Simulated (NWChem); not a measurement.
# the pair BH2ClO2···BHO2: a chain of runs

Wanted: a single-point energy (singlet B2H3ClO4, BLYP-D2/6-311+G**), then a single-point energy (singlet BH2ClO2, BLYP-D2/6-311+G**), then a single-point energy (singlet BHO2, BLYP-D2/6-311+G**), then a single-point energy (singlet BH2ClO2, BLYP-D2/6-311+G**), then the energy (singlet BHO2, BLYP-D2/6-311+G**) of B2ClH3O4 and its partners. 

The calculation is run with NWChem 7.3.0.

## (1) The molecule

The species is B2H3ClO4 (10 atoms), meant as a singlet with charge 0. The two molecules were placed rigidly side by side, at 0.9 times their contact distance; the pair isn't optimised.

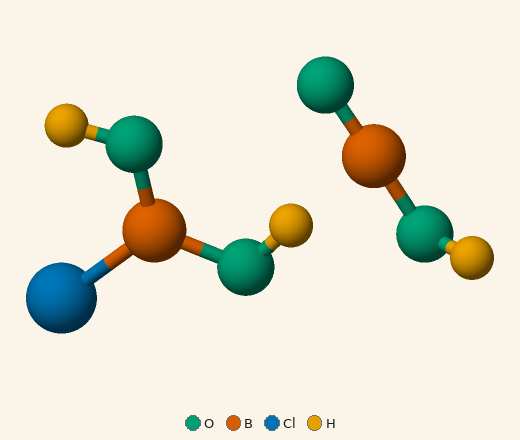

The structure, seen from a chosen angle (oxygen teal, boron orange, chlorine blue, hydrogen amber).

## (2) The energy at BLYP-D2/6-311+G(d,p) (run 1)

geom.nw

```
start geom
memory total 2200 mb
charge 0
geometry noautosym nocenter noautoz
  O     0.150770    1.036070   -0.434430
  B    -0.135030   -0.216930    0.000370
  O     0.602170   -0.803230    0.965770
  Cl   -1.488430   -1.130730   -0.684030
  H    -0.441430    1.347170   -1.122330
  H     1.311970   -0.232330    1.274670
  O     3.237880   -0.825860   -0.936750
  B     3.303340   -1.784290   -0.200300
  O     3.362570   -2.864360    0.559310
  H     3.566260   -2.733340    1.488400
end
basis spherical bse
  * library 6-311+G**
end
dft
  xc becke88 lyp
  disp vdw 2
  grid fine
  convergence energy 1e-08
  iterations 100
  mulliken
  print low
end
task dft
```

Run with:

```console
nwchem geom.nw > geom.out
```

Standard output:

```text
[...]
 d= 0,ls=0.0,diis     1   -812.6521012701 -1.12D+03  1.60D-02  3.29D+00     6.1
[...]
 d= 0,ls=0.0,diis    13   -812.9156233513 -6.53D-10  1.24D-07  8.97D-10    64.7
         Total DFT energy =     -812.915623351290
      One electron energy =    -1733.560100232183
           Coulomb energy =      683.426680866670
    Exchange-Corr. energy =      -71.949874909357
 Nuclear repulsion energy =      309.174091506711
    Dispersion correction =       -0.006420583131
[...]
      Total Density - Mulliken Population Analysis
     ---------------------------------------------
    Atom       Charge   Shell Charges
 -----------   ------   -------------------------------------------------------
    1 O    8     8.26   1.09  0.91  1.00  1.00  2.06  0.74  1.40 -0.05  0.10  0.01
    2 B    5     4.92   1.13  0.85  0.51  0.65  0.99  0.11  0.27  0.06  0.07  0.29
    3 O    8     8.23   1.09  0.91  1.00  1.00  2.07  0.75  1.40 -0.11  0.12  0.01
    4 Cl  17    17.11   0.78  1.19  0.89  1.09  1.02  1.01  7.44 -1.53  1.13  2.88  1.32 -0.02 -0.11  0.02
    5 H    1     0.73   0.27  0.35  0.04  0.07
    6 H    1     0.75   0.27  0.36  0.05  0.07
    7 O    8     8.28   1.09  0.91  0.98  1.02  1.98  0.81  1.37  0.05  0.07  0.01
    8 B    5     4.65   1.13  0.85  0.57  0.65  0.82  0.29  0.07  0.01  0.02  0.24
    9 O    8     8.35   1.09  0.91  1.00  0.99  2.07  0.74  1.41  0.06  0.07  0.01
   10 H    1     0.71   0.27  0.35  0.03  0.07
[...]
```

Wall time 65 s (1 thread of Intel Xeon 6975P-C (Granite Rapids), shared host); peak memory 0.12 GiB.

## (3) BH2ClO2: the energy at BLYP-D2/6-311+G(d,p) (run 2)

bclh2o2.nw

```
START bclh2o2
TITLE "BClH2O2"
memory 2200 mb
charge 0
GEOMETRY units angstrom noautosym nocenter noautoz
 O        0.150770       1.036070      -0.434430
 B       -0.135030      -0.216930       0.000370
 O        0.602170      -0.803230       0.965770
 Cl      -1.488430      -1.130730      -0.684030
 H       -0.441430       1.347170      -1.122330
 H        1.311970      -0.232330       1.274670
END
BASIS spherical bse
 * library 6-311+G**
END
DFT
 xc becke88 lyp
 disp vdw 2
 grid fine
 convergence energy 1e-08
 iterations 100
 mulliken
 print low
END
TASK dft
```

Run with:

```console
nwchem bclh2o2.nw > bclh2o2.out
```

Standard output:

```text
[...]
 d= 0,ls=0.0,diis     1   -636.7731715663 -7.82D+02  1.53D-02  1.97D+00     1.7
[...]
 d= 0,ls=0.0,diis    11   -636.8913282170 -3.54D-09  2.25D-07  1.14D-09    14.3
         Total DFT energy =     -636.891328216990
      One electron energy =    -1165.168617999315
           Coulomb energy =      433.676396349434
    Exchange-Corr. energy =      -50.299626168486
 Nuclear repulsion energy =      144.902892792844
    Dispersion correction =       -0.002373191467
[...]
      Total Density - Mulliken Population Analysis
     ---------------------------------------------
    Atom       Charge   Shell Charges
 -----------   ------   -------------------------------------------------------
    1 O    8     8.28   1.09  0.91  1.00  1.00  2.07  0.74  1.40 -0.04  0.11  0.01
    2 B    5     4.86   1.13  0.85  0.51  0.65  0.99  0.12  0.23  0.03  0.05  0.29
    3 O    8     8.28   1.09  0.91  1.00  1.00  2.07  0.74  1.38 -0.03  0.12  0.01
    4 Cl  17    17.13   0.78  1.19  0.89  1.09  1.02  1.01  7.44 -1.53  1.13  2.88  1.32 -0.00 -0.10  0.02
    5 H    1     0.74   0.27  0.35  0.05  0.07
    6 H    1     0.72   0.27  0.36  0.03  0.07
[...]
```

Run time: 15 s. Hardware: 1 thread of Intel Xeon 6975P-C (Granite Rapids), shared host; peak memory 0.11 GiB.

## (4) BHO2: a single-point energy at BLYP-D2/6-311+G(d,p) (run 3)

bho2.nw

```
start bho2
memory stack 880 mb heap 220 mb global 1100 mb

geometry units angstrom noautosym nocenter noautoz
  O     3.237880   -0.825860   -0.936750
  B     3.303340   -1.784290   -0.200300
  O     3.362570   -2.864360    0.559310
  H     3.566260   -2.733340    1.488400
end

basis "ao basis" spherical bse
  * library 6-311+G**
end

dft
  xc becke88 lyp
  mult 1
  disp vdw 2
  grid fine
  convergence energy 1e-08
  iterations 100
  mulliken
  print low
end

task dft
```

Run with:

```console
nwchem bho2.nw > bho2.out
```

Standard output:

```text
[...]
 d= 0,ls=0.0,diis     1   -175.8725860292 -2.30D+02  2.83D-02  1.34D+00     0.5
[...]
 d= 0,ls=0.0,diis    11   -176.0215202970 -1.16D-09  1.64D-07  1.36D-09     4.0
         Total DFT energy =     -176.021520297039
      One electron energy =     -347.739251992366
           Coulomb energy =      139.358384622081
    Exchange-Corr. energy =      -21.645695911248
 Nuclear repulsion energy =       54.005579571215
    Dispersion correction =       -0.000536586720
[...]
      Total Density - Mulliken Population Analysis
     ---------------------------------------------
    Atom       Charge   Shell Charges
 -----------   ------   -------------------------------------------------------
    1 O    8     8.30   1.09  0.91  0.98  1.02  1.98  0.81  1.36  0.07  0.08  0.01
    2 B    5     4.64   1.13  0.85  0.57  0.65  0.82  0.28  0.07  0.01  0.02  0.24
    3 O    8     8.35   1.09  0.91  1.00  0.99  2.07  0.74  1.41  0.06  0.07  0.01
    4 H    1     0.71   0.27  0.34  0.03  0.07
[...]
```

Run time: 4.8 s. Hardware: 1 thread of Intel Xeon 6975P-C (Granite Rapids), shared host; peak memory 0.11 GiB.

## (5) BH2ClO2 among ghost functions: a single-point energy at BLYP-D2/6-311+G(d,p) (with ghost functions) (run 4)

bclh2o2.nw

```
start bclh2o2
memory 2200 mb

geometry units atomic noautosym nocenter noautoz
   O      0.28491401     1.95788855    -0.82095372
   B     -0.25516972    -0.40993829     0.00069920
   O      1.13793638    -1.51788472     1.82504080
   Cl    -2.81272506    -2.13677002    -1.29262936
   H     -0.83418180     2.54578234    -2.12089632
   H      2.47926398    -0.43904007     2.40877720
   bqO      6.118706    -1.560649    -1.770201
   bqB      6.242408    -3.371819    -0.378512
   bqO      6.354336    -5.412856     1.056943
   bqH      6.739255    -5.165264     2.812668
end

basis spherical bse
   O library 6-311+G**
   B library 6-311+G**
   Cl library 6-311+G**
   H library 6-311+G**
   bqO library O 6-311+G**
   bqB library B 6-311+G**
   bqH library H 6-311+G**
end

dft
   xc becke88 lyp
   disp vdw 2
   grid fine
   convergence energy 1e-08
   iterations 100
   mulliken
   print low
end

task dft
```

Run with:

```console
nwchem bclh2o2.nw > bclh2o2.out
```

Standard output:

```text
[...]
 d= 0,ls=0.0,diis     1   -636.7735385563 -7.82D+02  1.04D-02  1.97D+00     5.4
[...]
 d= 0,ls=0.0,diis    11   -636.8917448376 -3.45D-09  1.54D-07  1.17D-09    51.7
         Total DFT energy =     -636.891744837566
      One electron energy =    -1165.168924890978
           Coulomb energy =      433.676011302469
    Exchange-Corr. energy =      -50.299340307801
 Nuclear repulsion energy =      144.902882250757
    Dispersion correction =       -0.002373192012
[...]
      Total Density - Mulliken Population Analysis
     ---------------------------------------------
    Atom       Charge   Shell Charges
 -----------   ------   -------------------------------------------------------
    1 O    8     8.27   1.09  0.91  1.00  1.00  2.07  0.74  1.40 -0.05  0.11  0.01
    2 B    5     4.94   1.13  0.85  0.51  0.65  0.99  0.12  0.27  0.06  0.07  0.29
    3 O    8     8.22   1.09  0.91  1.00  1.00  2.06  0.74  1.39 -0.09  0.10  0.01
    4 Cl  17    17.10   0.78  1.19  0.89  1.09  1.02  1.01  7.44 -1.53  1.13  2.88  1.32 -0.02 -0.11  0.02
    5 H    1     0.73   0.27  0.35  0.04  0.07
    6 H    1     0.74   0.27  0.36  0.05  0.07
    7 X    0     0.01   0.00 -0.00  0.00  0.00 -0.00 -0.00  0.00  0.00  0.01 -0.00
    8 X    0    -0.01  -0.00  0.00 -0.00 -0.00  0.00 -0.00  0.01 -0.00 -0.01  0.00
    9 X    0     0.00  -0.00  0.00  0.00 -0.00 -0.00  0.00  0.00  0.00  0.00 -0.00
   10 X    0    -0.00   0.00 -0.00 -0.00 -0.00
[...]
```

Wall time 53 s (1 thread of Intel Xeon 6975P-C (Granite Rapids), shared host); peak memory 0.12 GiB.

## (6) BHO2 among ghost functions: the energy at BLYP-D2/6-311+G(d,p) (with ghost functions) (run 5)

bho2.nw

```
START bho2
TITLE "BHO2 BLYP"
memory stack 880 mb heap 220 mb global 1100 mb

GEOMETRY noautosym nocenter noautoz
 O        3.237880      -0.825860      -0.936750
 B        3.303340      -1.784290      -0.200300
 O        3.362570      -2.864360       0.559310
 H        3.566260      -2.733340       1.488400
 bqO      0.150770     1.036070    -0.434430
 bqB     -0.135030    -0.216930     0.000370
 bqO      0.602170    -0.803230     0.965770
 bqCl    -1.488430    -1.130730    -0.684030
 bqH     -0.441430     1.347170    -1.122330
 bqH      1.311970    -0.232330     1.274670
END

BASIS spherical bse
 O library 6-311+G**
 B library 6-311+G**
 H library 6-311+G**
 bqO library O 6-311+G**
 bqB library B 6-311+G**
 bqCl library Cl 6-311+G**
 bqH library H 6-311+G**
END

DFT
 xc becke88 lyp
 disp vdw 2
 grid fine
 convergence energy 1e-08
 maxiter 100
 mulliken
 print low
END

TASK dft energy
```

Run with:

```console
nwchem bho2.nw > bho2.out
```

Standard output:

```text
[...]
 d= 0,ls=0.0,diis     1   -175.8727039483 -2.30D+02  1.15D-02  1.34D+00     4.6
[...]
 d= 0,ls=0.0,diis    11   -176.0216847315 -1.14D-09  6.42D-08  1.20D-09    47.2
         Total DFT energy =     -176.021684731497
      One electron energy =     -347.739382434346
           Coulomb energy =      139.358271727874
    Exchange-Corr. energy =      -21.645617009520
 Nuclear repulsion energy =       54.005579571215
    Dispersion correction =       -0.000536586720
[...]
      Total Density - Mulliken Population Analysis
     ---------------------------------------------
    Atom       Charge   Shell Charges
 -----------   ------   -------------------------------------------------------
    1 O    8     8.28   1.09  0.91  0.98  1.02  1.98  0.81  1.36  0.05  0.07  0.01
    2 B    5     4.65   1.13  0.85  0.57  0.65  0.82  0.29  0.07  0.01  0.02  0.24
    3 O    8     8.35   1.09  0.91  1.00  0.99  2.07  0.74  1.41  0.06  0.07  0.01
    4 H    1     0.71   0.27  0.34  0.03  0.07
    5 X    0     0.00   0.00 -0.00  0.00  0.00 -0.00 -0.00 -0.00  0.00  0.00 -0.00
    6 X    0     0.01  -0.00  0.00  0.00 -0.00 -0.00  0.00  0.00  0.00  0.00  0.00
    7 X    0    -0.00  -0.00  0.00  0.00 -0.00 -0.00  0.00  0.00 -0.01  0.01 -0.00
    8 X    0    -0.00   0.00 -0.00  0.00 -0.00  0.00 -0.00  0.00  0.00 -0.00  0.00 -0.00 -0.00 -0.00 -0.00
    9 X    0    -0.00  -0.00  0.00 -0.00 -0.00
   10 X    0     0.00  -0.00 -0.00  0.00  0.00
[...]
```

It took 48 s on 1 thread of Intel Xeon 6975P-C (Granite Rapids), shared host; peak memory 0.12 GiB.

## (7) What came out

| quantity | value |
| --- | --- |
| run 1, BLYP-D2/6-311+G**: total energy | -812.91562 Eh |
| run 1, BLYP-D2/6-311+G**: dispersion energy | -16.86 kJ/mol |
| BH2ClO2: total energy | -636.89133 Eh |
| BH2ClO2: dispersion energy | -6.23 kJ/mol |
| BHO2: total energy | -176.02152 Eh |
| BHO2: dispersion energy | -1.41 kJ/mol |
| BH2ClO2 among ghost functions: total energy | -636.89174 Eh |
| BH2ClO2 among ghost functions: dispersion energy | -6.23 kJ/mol |
| BHO2 among ghost functions: total energy | -176.02168 Eh |
| BHO2 among ghost functions: dispersion energy | -1.41 kJ/mol |
| interaction energy of the rigid parts BH2ClO2 and BHO2 (parts in their own basis; closest atoms 2.92 Å apart) | -0.076 eV |
| interaction energy of the rigid parts BH2ClO2 and BHO2 (parts in the whole basis, counterpoise; closest atoms 2.92 Å apart) | -0.060 eV |

In words: The interaction energy of the rigid parts BH2ClO2 and BHO2 (parts in their own basis; closest atoms 2.92 Å apart) is −0.08 eV (−1.7 kcal/mol): the parts attract. Without counterpoise this holds the superposition error of the basis. The interaction energy of the rigid parts BH2ClO2 and BHO2 (parts in the whole basis, counterpoise; closest atoms 2.92 Å apart) is −0.06 eV (−1.4 kcal/mol): the parts attract. The basis-set superposition error is 1.5 kJ/mol. Mulliken charges (run 1, BLYP-D2/6-311+G**) run from -0.35 on O9 to +0.35 on B8; in a basis this large or diffuse they mean little. Mulliken charges (BHO2) run from -0.35 on O3 to +0.36 on B2; in a basis this large or diffuse they mean little.
